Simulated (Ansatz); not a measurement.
## ZrSiS, pressure series

Base system: ZrSiS (space group P4/nmm, No. 129; a = 3.5189 Å, c = 8.0287 Å).

Cell and atoms are relaxed at each pressure.

Calculations: PBEsol (Ansatz, an electronic-structure program), scalar-relativistic without spin-orbit coupling.

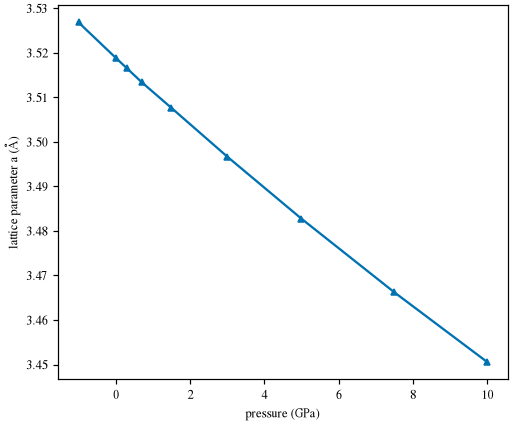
Figure: Lattice parameter a against pressure

Task: From the plot, what is the lattice parameter a for pressure 0.7 GPa?

Result: About 3.513 Å.

Task: Is the trend monotonic over the range shown?

Result: Yes, it falls throughout, spanning 3.451 Å to 3.527 Å.

Load acts through the strain it causes; cell and atoms are relaxed under it. Whether these cells are dynamically stable was not tested. No other phases were tried under pressure. All final runs are without spin polarisation.
